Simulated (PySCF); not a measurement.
C₂H₇Bi, SMILES [CH3][BiH][CH3], singlet at its CAM-B3LYP/def2-SVP optimised geometry (Å):

```
10

Bi    -0.7436    -0.8469     0.0000
H     -0.8273    -0.9360     1.7945
C     -0.8877     1.4227     0.0000
H     -1.9082     1.7259     0.2697
H     -0.6575     1.7923    -1.0085
H     -0.1757     1.8462     0.7192
C      1.5305    -0.8469     0.0000
H      1.8976    -1.8462     0.2694
H      1.9082    -0.1098     0.7195
H      1.8848    -0.5935    -1.0084
```

Level of theory: CAM-B3LYP/def2-TZVP, def2 effective core potentials past Kr (PySCF). The core electrons that the potentials of Bi replace are not part of the density.

Map of the electron localisation function on the plane z = 0.8 Å:

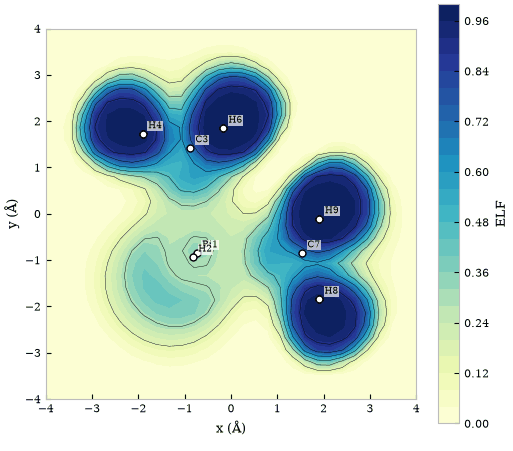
*Electron localisation function on the plane z = 0.8 Å.*
